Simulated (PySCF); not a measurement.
**One shape, several levels: AlH2ClF− (SMILES [F][AlH2-][Cl])**

Aim: a comparison of 6 runs (M06-2X/STO-6G, SVWN5/STO-6G, MP2/STO-6G, QCISD(T)/STO-6G, CISD/STO-6G, FCI/STO-6G) of AlH2ClF−. Input form: a Python script.

The results are computed with PySCF 2.14.0.

6 further runs of the same task are left out: 6 set aside as unsound or not needed.

## 1. The structure to begin with

The species is AlH2ClF− (5 atoms), meant as a singlet with charge -1. As SMILES, `[F][AlH2-][Cl]`. The Al2–H4 distance was set to 2.377 Å, away from the relaxed value. At this shape a bond of the SMILES string is far longer than usual.

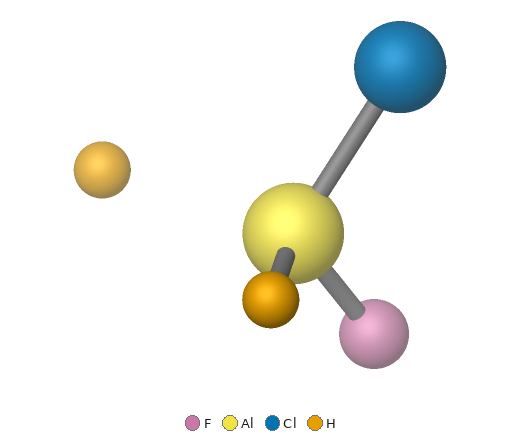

Viewed from a chosen angle; fluorine pink, aluminium yellow, chlorine blue, hydrogen amber.

## 2. A single-point energy at M06-2X/STO-6G (run 1)

The input, calc.py:

```python
from pyscf import gto, dft

mol = gto.M(
    atom='''
F       -0.870415       0.506225       1.837030
Al       0.235915       0.454375       0.555940
Cl       1.976735      -0.600875       1.119650
H       -0.732650      -0.721820      -1.269020
H        0.681835       1.930365       0.189690
''',
    basis='sto-6g',
    max_memory=1860,
    verbose=3,
    charge=-1,
)

myscf = dft.RKS(mol)
myscf.xc = 'm06-2x'
myscf.grids.level = 5
myscf.conv_tol = 1e-10
myscf.kernel()
if not myscf.converged:
    myscf = myscf.newton().run(myscf.mo_coeff, myscf.mo_occ)

e_final = myscf.e_tot
print('Final energy', e_final)
```

Started as:

```sh
OMP_NUM_THREADS=1 python calc.py
```

Output:

```text
converged SCF energy = -800.473783673357
Final energy -800.4737836733574
```

Wall time 6.3 s (1 thread of Arm Neoverse V1, shared host); peak memory 0.23 GiB.

## 3. The energy at SVWN5/STO-6G (run 2)

The input, run.py:

```python
from pyscf import gto, dft

mol = gto.M(
    atom='''
F   -0.870415   0.506225   1.837030
Al   0.235915   0.454375   0.555940
Cl   1.976735  -0.600875   1.119650
H   -0.732650  -0.721820  -1.269020
H    0.681835   1.930365   0.189690
''',
    basis='sto-6g',
    max_memory=1860,
    verbose=3,
    charge=-1,
)

mf = dft.RKS(mol)
mf.xc = 'svwn'
mf.grids.level = 5
mf.conv_tol = 1e-10
mf.kernel()
if not mf.converged:
    mf = mf.newton().run(mf.mo_coeff, mf.mo_occ)

etot = mf.e_tot
print(f'total energy: {etot:.8f} hartree')
```

Started as:

```sh
OMP_NUM_THREADS=1 python run.py
```

Output:

```text
converged SCF energy = -797.241733029606
total energy: -797.24173303 hartree
```

Run time: 3.6 s. Hardware: 1 thread of Arm Neoverse V1, shared host; peak memory 0.15 GiB.

Runs 3 to 5 aren't shown in full; the table further down has their settings and results.

## 4. The energy at FCI/STO-6G (run 6)

The input, calc.py:

```python
from pyscf import gto, mcscf
from pyscf import fci

mol = gto.M(
    atom=[
    ('F', (-0.870415, 0.506225, 1.837030)),
    ('Al', (0.235915, 0.454375, 0.555940)),
    ('Cl', (1.976735, -0.600875, 1.119650)),
    ('H', (-0.732650, -0.721820, -1.269020)),
    ('H', (0.681835, 1.930365, 0.189690)),
],
    max_memory=1860,
    verbose=3,
    charge=-1,
    basis='sto-6g',
    spin=0,
)

mf = mol.RHF()
mf.conv_tol = 1e-10
mf.kernel()
if not mf.converged:
    mf = mf.newton().run(mf.mo_coeff, mf.mo_occ)

cas = mcscf.CASCI(mf, mf.mo_coeff.shape[-1] - 11, (mol.nelec[0] - 11, mol.nelec[1] - 11))  # full CI above the frozen core
cas.fcisolver = fci.direct_spin0.FCI(mol)  # even spin states alone
cas.kernel()
print('<S^2> = %.4f' % cas.fcisolver.spin_square(cas.ci, cas.ncas, cas.nelecas)[0])
e_tot = cas.e_tot
print('Final energy', e_tot)
```

Started as:

```sh
OMP_NUM_THREADS=1 python calc.py
```

Output:

```text
converged SCF energy = -798.999826637708
CASCI E = -799.079659108083  E(CI) = -67.6549551723070  S^2 = 0.0000000
<S^2> = 0.0000
Final energy -799.0796591080829
```

It took 22 s on 1 thread of Arm Neoverse V1, shared host; peak memory 0.34 GiB.

## 5. All runs side by side

```
run            level  integration grid  frozen core orbitals  energy (Eh)  HOMO energy (eV)  LUMO energy (eV)  HOMO–LUMO gap (eV)  wall time
  1    M06-2X/STO-6G                 5                     –  -800.473784              2.13             11.31                9.18      6.3 s
  2     SVWN5/STO-6G                 5                     –  -797.241733              4.81              9.79                4.98      3.6 s
  3       MP2/STO-6G                 –                    11  -799.055961              0.41             14.11               13.71      1.3 s
  4  QCISD(T)/STO-6G                 –                    11  -799.079797              0.41             14.11               13.71      1.4 s
  5      CISD/STO-6G                 –                    11  -799.074526              0.41             14.11               13.71      1.3 s
  6       FCI/STO-6G                 –                    11  -799.079659              0.41             14.11               13.71       22 s
```

## 6. Summary of results

| quantity | value |
| --- | --- |
| run 6: total energy | -799.07966 Eh |
| run 6: HOMO energy (Hartree–Fock orbitals) | 0.41 eV |
| run 6: LUMO energy (Hartree–Fock orbitals) | 14.11 eV |
| run 6: HOMO–LUMO gap (to an unbound level, set by the basis) | 13.71 eV |
| run 6: correlation energy (11 core orbitals frozen) | -79.8 mEh |

In words: Against full CI in this basis: MP2 +23.7 mEh; QCISD(T) -0.1 mEh; CISD +5.1 mEh. Totals of different functionals can't be ranked against each other. In runs 1, 2, 3, 4, 5, 6 the HOMO lies above zero, so the outermost electron may be held by the basis alone. In runs 1, 2, 3, 4, 5, 6 the basis is minimal, so the values are rough. All runs together took 36 s, the longest 22 s.
